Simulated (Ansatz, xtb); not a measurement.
## Ligand exchange: CH2FI + HOI → CH3FO + I2

Species: CH2FI (fluoroiodomethane) `FCI`, singlet; HOI (hypoiodous acid) `OI`, singlet; CH3FO `OCF`, singlet; I2, singlet. The partners trade I for OH: C–I and I–OH bonds give way to C–OH and I–I.

Shapes, held fixed at every level: PBE0-D4/def2-TZVP. Flexible molecules stand in one conformer, not always the lowest. Programs: Ansatz 0.2.0, xtb 6.7.1. The zero-point and thermal change to 298 K, harmonic and unscaled (PBE0-D4/def2-TZVP), is +7.6 kJ/mol.

```csv
level,kind,ΔH(298 K) (kJ/mol),less CCSD(T)/def2-TZVPP
GFN1-xTB,semi-empirical,-190.6,-48.2
HF/def2-SVP,Hartree–Fock,-210.8,-68.4
PBE-D4/def2-TZVPP,GGA,-139.7,+2.7
r2SCAN-D4/def2-TZVPP,meta-GGA,-146.5,-4.1
PBE0-D4/def2-TZVPP,global hybrid,-155.0,-12.6
r2SCAN0-D4/def2-TZVPP,global hybrid,-160.2,-17.8
MP2/def2-TZVPP,perturbation theory,-145.1,-2.7
CCSD(T)/def2-SVP,coupled cluster or CI,-177.2,-34.8
CCSD(T)/def2-TZVPP,coupled cluster or CI,-142.4,0.0
```

The highest level, CCSD(T)/def2-TZVPP, gives ΔH(298 K) = -142.4 kJ/mol; the levels span -210.8 to -139.7. The column of differences is taken from that level and isn't an error. No measured value is set beside it here. For atoms past krypton def2 sets carry core potentials with scalar relativity. Correlated rows may include outer-core shells of I, which these sets cover unevenly.

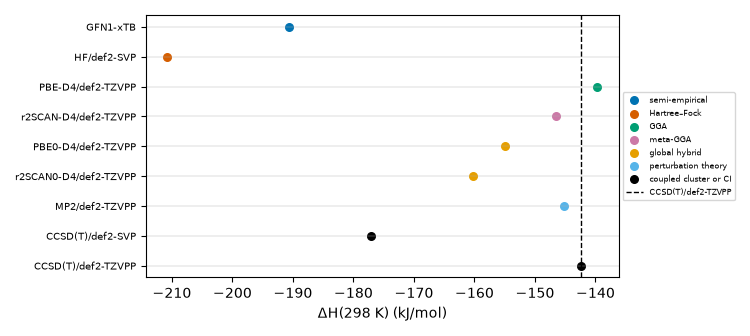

The values of the table, level by level.
